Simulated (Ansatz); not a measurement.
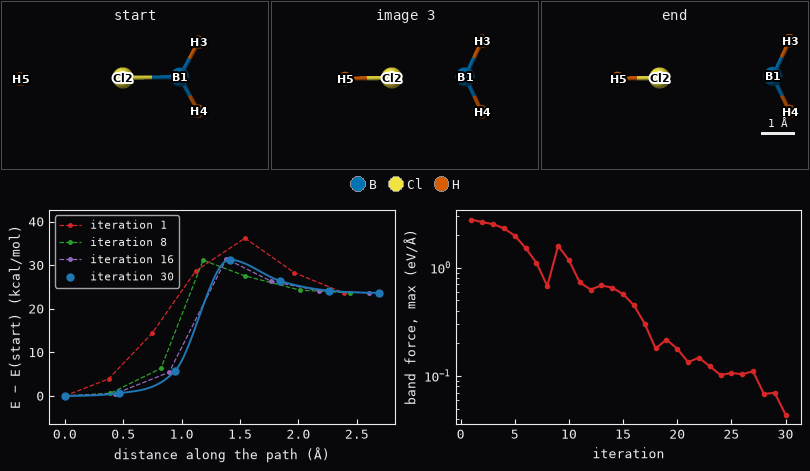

A search for the minimum-energy path of BH$_{3}$Cl (multiplicity 2), made up of BH₂Cl and H by the nudged elastic band. Images are numbered from 0 (start) to 6 (end). The plot follows the band through its iterations. Style: ball-and-stick. Shown at a tilt.

Method: Ansatz, UKS B3LYP-D4/def2-SVP.

Input
```yaml
crystal:
  periodic: [false, false, false]
  atoms:
    - { symbol: B, position_ang: [0.0, -1.0e-06, -0.162239] }
    - { symbol: Cl, position_ang: [0.0, 1.0e-06, 1.584288] }
    - { symbol: H, position_ang: [1.058096, 0.0, -0.729529] }
    - { symbol: H, position_ang: [-1.058096, 0.0, -0.729529] }
    - { symbol: H, position_ang: [0.0, 0.0, 4.737008] }
magnetization:
  spin_polarized: true
  initial_magnetization: 1
basis:
  gaussian: { orbitals: def2-SVP }
hamiltonian:
  xc: b3lyp
  dispersion: d4
neb:
  order_check: false
  images: 5
  f_tol: 0.05
  max_iterations: 60
  max_displacement: 0.02
  optimiser: lbfgs
  final_atoms:
    - { symbol: B, position_ang: [0.0, -2.3e-07, -0.505043] }
    - { symbol: Cl, position_ang: [0.0, 3.2e-07, 2.974005] }
    - { symbol: H, position_ang: [1.087182, -3.1e-07, -1.017844] }
    - { symbol: H, position_ang: [-1.087182, -3.1e-07, -1.017844] }
    - { symbol: H, position_ang: [0.0, 5.2e-07, 4.266725] }
  initial_path:
    images:
      - { positions_ang: [[0.0, -1.0e-06, -0.162239], [0.0, 1.0e-06, 1.584288], [1.058096, 0.0, -0.729529], [-1.058096, 0.0, -0.729529], [0.0, 0.0, 4.737008]] }
      - { positions_ang: [[0.0, -7.0e-07, -0.1081594], [0.0, 7.1e-07, 1.75952527], [1.04889733, -6.0e-08, -0.68468607], [-1.04889733, -6.0e-08, -0.68468607], [0.0, 1.1e-07, 4.41800527]] }
      - { positions_ang: [[0.0, -4.1e-07, -0.0540798], [0.0, 4.3e-07, 1.93476253], [1.03969867, -1.2e-07, -0.63984313], [-1.03969867, -1.2e-07, -0.63984313], [0.0, 2.3e-07, 4.09900253]] }
      - { positions_ang: [[0.0, -1.1e-07, -2.0e-07], [0.0, 1.4e-07, 2.1099998], [1.0305, -1.8e-07, -0.5950002], [-1.0305, -1.8e-07, -0.5950002], [0.0, 3.4e-07, 3.7799998]] }
      - { positions_ang: [[0.0, -1.5e-07, -0.1683478], [0.0, 2.0e-07, 2.39800153], [1.049394, -2.2e-07, -0.73594813], [-1.049394, -2.2e-07, -0.73594813], [0.0, 4.0e-07, 3.94224153]] }
      - { positions_ang: [[0.0, -1.9e-07, -0.3366954], [0.0, 2.6e-07, 2.68600327], [1.068288, -2.7e-07, -0.87689607], [-1.068288, -2.7e-07, -0.87689607], [0.0, 4.6e-07, 4.10448327]] }
      - { positions_ang: [[0.0, -2.3e-07, -0.505043], [0.0, 3.2e-07, 2.974005], [1.087182, -3.1e-07, -1.017844], [-1.087182, -3.1e-07, -1.017844], [0.0, 5.2e-07, 4.266725]] }
```

Launched with:
```bash
ansatz run input.yaml --threads 1 --pin off --max-ram 2048MiB --backend cpu --events-out ev --progress --plain --runs-dir out
```

**Did the band converge, and can the barrier be trusted?**

The run is converged, with reservations. The band converged in 30 iterations. The largest component of the band force went from 2.8 to 0.044 eV/Å. The climbing image converged on the top of the path. Its curvatures weren't checked. The step length is far from the usual. The first iteration put the highest image at 36.2 kcal/mol. The energy climbs by 31.3 kcal/mol to image 3 and then falls by 7.6 kcal/mol, so the end point sits at +23.7 kcal/mol.

Limits of the set-up: the start holds two separate molecules, 3.2 Å apart at their closest, whose relative position is a soft coordinate.
